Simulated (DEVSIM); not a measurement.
System: W/SiO2/p-Si capacitor, at 300 K.

| layer (left to right) | material | thickness (nm) | Na (cm⁻³) |
|---|---|---|---|
| 1 | SiO2 | 17.0 | - |
| 2 | Si | 8200 | 4.9e15 |

Metal gate on the left, work function 4.6 eV. Fixed charge at the semiconductor interface 2.4e11 cm⁻² (in units of +e); no interface traps.

The device is made up for the run: typed textbook-type constants, with dimensions and the other settings drawn at random. Values at 300 K.

```tsv
parameter	SiO2	Si
gap (eV)	9	1.124
affinity (eV)	0.9	4.05
permittivity	3.9	11.7
Nc (cm⁻³)	-	2.86e19
Nv (cm⁻³)	-	3.1e19
```

Simulated with DEVSIM: 1D Poisson equation in equilibrium, Boltzmann statistics, complete ionisation; no quantum confinement or tunnelling. Metal contacts follow the ideal Schottky-Mott rule: no Fermi-level pinning, no interface dipoles.

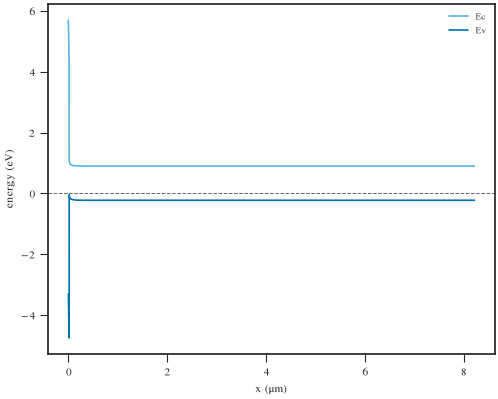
Band edges at -2.0 V on the gate

Energies count from the Fermi level of the right contact; mesh points crowd at the junctions.

| x (μm) | Ec (eV) | Ev (eV) | n (cm⁻³) | p (cm⁻³) | field (V/cm) |
|---|---|---|---|---|---|
| 0.000 | 5.700 | -3.300 | < 1e2 | < 1e2 | -860000 |
| 0.001619 | 5.561 | -3.439 | < 1e2 | < 1e2 | -860000 |
| 0.005180 | 5.255 | -3.745 | < 1e2 | < 1e2 | -860000 |
| 0.01141 | 4.719 | -4.281 | < 1e2 | < 1e2 | -860000 |
| 0.01592 | 4.331 | -4.669 | < 1e2 | < 1e2 | -860000 |
| 0.01726 | 1.082 | -0.042 | < 1e2 | 6.2e18 | -220000 |
| 0.01939 | 1.049 | -0.075 | < 1e2 | 1.7e18 | -120000 |
| 0.02787 | 0.995 | -0.129 | 560 | 2.1e17 | -39000 |
| 0.04587 | 0.953 | -0.171 | 2800 | 4.2e16 | -14000 |
| 0.09083 | 0.918 | -0.206 | 11000 | 1.1e16 | -4100 |
| 0.2031 | 0.900 | -0.224 | 21000 | 5.4e15 | -470 |
| 0.6721 | 0.898 | -0.226 | 24000 | 4.9e15 | ≈ 0 |
| 1.654 | 0.898 | -0.226 | 24000 | 4.9e15 | ≈ 0 |
| 4.107 | 0.898 | -0.226 | 24000 | 4.9e15 | ≈ 0 |
| 6.966 | 0.898 | -0.226 | 24000 | 4.9e15 | ≈ 0 |
| 7.717 | 0.898 | -0.226 | 24000 | 4.9e15 | ≈ 0 |
| 8.017 | 0.898 | -0.226 | 24000 | 4.9e15 | ≈ 0 |
| 8.138 | 0.898 | -0.226 | 24000 | 4.9e15 | ≈ 0 |
| 8.194 | 0.898 | -0.226 | 24000 | 4.9e15 | ≈ 0 |
| 8.209 | 0.898 | -0.226 | 24000 | 4.9e15 | ≈ 0 |
| 8.214 | 0.898 | -0.226 | 24000 | 4.9e15 | ≈ 0 |
| 8.217 | 0.898 | -0.226 | 24000 | 4.9e15 | ≈ 0 |
